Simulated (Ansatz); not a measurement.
```xyz
9

Si   -0.1658    1.3824   -0.6487
S     1.1532   -2.3486    1.5158
H    -1.3636    2.2406   -0.8523
H     0.4101    1.6131    0.6942
H     0.8305    1.7117   -1.7026
H     0.4226   -1.6078    0.6615
O    -0.5713   -0.2218   -0.6860
H     0.2572   -2.2037    2.5030
H    -0.9729   -0.5659   -1.4850
```

The product side of a reaction path; geometry: PBE0-D4/def2-TZVP.

Computed with RKS PBE0-D4/def2-TZVPP (Ansatz 0.2.0).

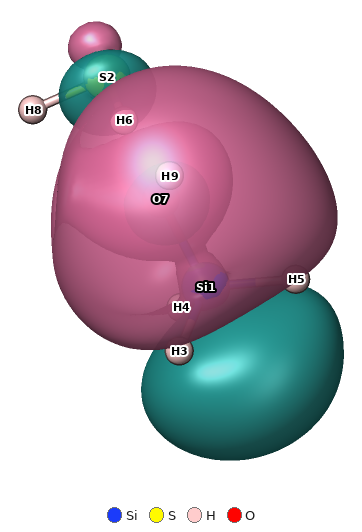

H4OSi···H2S. One frontier orbital at ±0.06 Å⁻³ᐟ² (teal and pink are the two phases), seen at an oblique angle.

### Which orbital is it: HOMO or LUMO?

The LUMO, at −0.25 eV. Its weight (Hirshfeld) is mainly on Si1 (about 45 %), H9 (about 20 %) and O7 (about 10 %).
